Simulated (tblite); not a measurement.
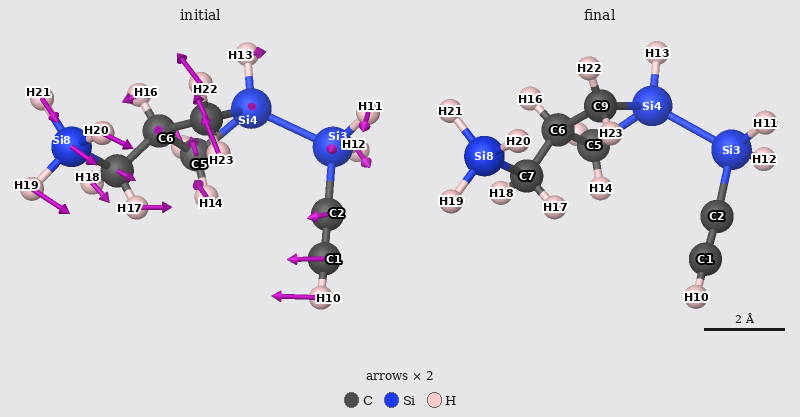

The structure of C$_{6}$H$_{14}$Si$_{3}$ before (left) and after (right) a relaxation, at one scale. The purple arrows give the displacements, magnified 2 times.

The picture is a ball-and-stick view, seen at a tilt.

The calculation used tblite 0.8.0, GFN2-xTB geometry optimisation, gas phase. 

Q: Summarise the run.

A: An H atom moves most after the best rigid fit: 0.63 Å. By element the largest moves are H 0.63 Å, C 0.49 Å, Si 0.42 Å. Among the contacts that change: Si–Si 2.267 → 2.310 Å, C–C 1.577 → 1.541 Å, C–Si 1.869 → 1.901 Å, C–Si 1.886 → 1.915 Å. Among the angles between lasting bonds that change: C–C–C 94.3° → 99.9°, Si–C–H 115.1° → 119.6°, Si–Si–H 109.1° → 113.3°. Over 143 geometry steps the energy falls by 8.45 kcal/mol. The run took 7.8 s on 1 thread of Intel(R) Xeon(R) Processor @ 2.50GHz (shared host).
